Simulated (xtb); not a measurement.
Run report: AsH2, geometry relaxation (part 4 of 4)

Continued. System: AsH2, multiplicity 2. Method: GFN1-xTB (xtb 6.7.1). 

Geometry of the input (Å):
```
As -0.5736  0.3268  -0.2687
H  0.6883  0.7610  0.4002
H  -0.1225  -1.1059  -0.0665
```

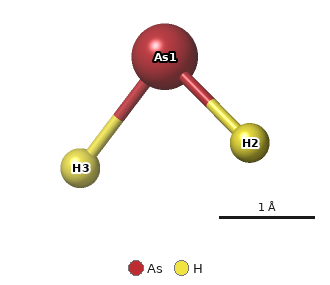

*The geometry at step 20 of the log (ball-and-stick view, seen at a tilt; atoms are numbered from 1 in the order of the input).*

## Trajectory as extended XYZ, continued
```
3
Properties=species:S:1:pos:R:3 step=7 energy=-91.95229
As   -0.5729    0.3210   -0.2685
H     0.6907    0.7642    0.4015
H    -0.1255   -1.1032   -0.0680
3
Properties=species:S:1:pos:R:3 step=8 energy=-91.95270
As   -0.5727    0.3192   -0.2684
H     0.6914    0.7652    0.4019
H    -0.1264   -1.1026   -0.0685
3
Properties=species:S:1:pos:R:3 step=9 energy=-91.95301
As   -0.5724    0.3173   -0.2683
H     0.6922    0.7666    0.4023
H    -0.1275   -1.1020   -0.0690
3
Properties=species:S:1:pos:R:3 step=10 energy=-91.95318
As   -0.5719    0.3153   -0.2681
H     0.6930    0.7682    0.4028
H    -0.1288   -1.1017   -0.0697
3
Properties=species:S:1:pos:R:3 step=11 energy=-91.95323
As   -0.5713    0.3135   -0.2678
H     0.6938    0.7702    0.4033
H    -0.1303   -1.1017   -0.0705
3
Properties=species:S:1:pos:R:3 step=12 energy=-91.95324
As   -0.5713    0.3135   -0.2678
H     0.6938    0.7702    0.4033
H    -0.1303   -1.1018   -0.0705
3
Properties=species:S:1:pos:R:3 step=13 energy=-91.95326
As   -0.5713    0.3136   -0.2678
H     0.6938    0.7702    0.4033
H    -0.1303   -1.1019   -0.0705
3
Properties=species:S:1:pos:R:3 step=14 energy=-91.95330
As   -0.5712    0.3137   -0.2678
H     0.6938    0.7703    0.4033
H    -0.1303   -1.1021   -0.0705
3
Properties=species:S:1:pos:R:3 step=15 energy=-91.95334
As   -0.5712    0.3139   -0.2678
H     0.6938    0.7704    0.4033
H    -0.1303   -1.1023   -0.0705
3
Properties=species:S:1:pos:R:3 step=16 energy=-91.95339
As   -0.5711    0.3140   -0.2677
H     0.6937    0.7705    0.4032
H    -0.1303   -1.1026   -0.0705
3
Properties=species:S:1:pos:R:3 step=17 energy=-91.95344
As   -0.5710    0.3142   -0.2677
H     0.6937    0.7706    0.4032
H    -0.1304   -1.1029   -0.0705
3
Properties=species:S:1:pos:R:3 step=18 energy=-91.95351
As   -0.5709    0.3145   -0.2676
H     0.6936    0.7708    0.4032
H    -0.1304   -1.1033   -0.0706
3
Properties=species:S:1:pos:R:3 step=19 energy=-91.95358
As   -0.5708    0.3148   -0.2676
H     0.6935    0.7710    0.4032
H    -0.1305   -1.1038   -0.0706
3
Properties=species:S:1:pos:R:3 step=20 energy=-91.95365
As   -0.5707    0.3151   -0.2675
H     0.6935    0.7713    0.4031
H    -0.1305   -1.1045   -0.0707
3
Properties=species:S:1:pos:R:3 step=21 energy=-91.95371
As   -0.5705    0.3154   -0.2674
H     0.6934    0.7715    0.4031
H    -0.1306   -1.1051   -0.0707
3
Properties=species:S:1:pos:R:3 step=22 energy=-91.95376
As   -0.5703    0.3157   -0.2673
H     0.6933    0.7719    0.4031
H    -0.1308   -1.1057   -0.0708
3
Properties=species:S:1:pos:R:3 step=23 energy=-91.95380
As   -0.5702    0.3160   -0.2672
H     0.6933    0.7722    0.4031
H    -0.1309   -1.1063   -0.0709
3
Properties=species:S:1:pos:R:3 step=24 energy=-91.95384
As   -0.5699    0.3161   -0.2671
H     0.6933    0.7726    0.4031
H    -0.1311   -1.1069   -0.0710
3
Properties=species:S:1:pos:R:3 step=25 energy=-91.95388
As   -0.5697    0.3163   -0.2670
H     0.6933    0.7731    0.4031
H    -0.1313   -1.1075   -0.0711
3
Properties=species:S:1:pos:R:3 step=26 energy=-91.95392
As   -0.5695    0.3164   -0.2668
H     0.6933    0.7736    0.4031
H    -0.1316   -1.1081   -0.0713
3
Properties=species:S:1:pos:R:3 step=27 energy=-91.95395
As   -0.5692    0.3164   -0.2667
H     0.6934    0.7742    0.4032
H    -0.1319   -1.1087   -0.0715
3
Properties=species:S:1:pos:R:3 step=28 energy=-91.95400
As   -0.5689    0.3163   -0.2665
H     0.6935    0.7749    0.4032
H    -0.1323   -1.1093   -0.0717
3
Properties=species:S:1:pos:R:3 step=29 energy=-91.95404
As   -0.5686    0.3160   -0.2664
H     0.6936    0.7757    0.4033
H    -0.1328   -1.1099   -0.0720
3
Properties=species:S:1:pos:R:3 step=30 energy=-91.95409
As   -0.5683    0.3157   -0.2662
H     0.6939    0.7766    0.4035
H    -0.1333   -1.1104   -0.0723
3
Properties=species:S:1:pos:R:3 step=31 energy=-91.95413
As   -0.5679    0.3152   -0.2660
H     0.6942    0.7776    0.4036
H    -0.1340   -1.1109   -0.0726
3
Properties=species:S:1:pos:R:3 step=32 energy=-91.95415
As   -0.5675    0.3145   -0.2658
H     0.6945    0.7787    0.4038
H    -0.1347   -1.1113   -0.0730
```

## Summary

- outcome: converged
- electrons treated: 7
- total energy: −3.379253 hartree
- dispersion energy: −0.000327 hartree
- basis functions: 14
- dipole moment: 0.26 D
- hardware: 1 thread of Intel Xeon (Granite Rapids), 64 GiB of memory available, shared host
- peak memory: 0.071 GiB

The record of the run, not the program, notes: no spin polarisation: high-spin states lie too high.
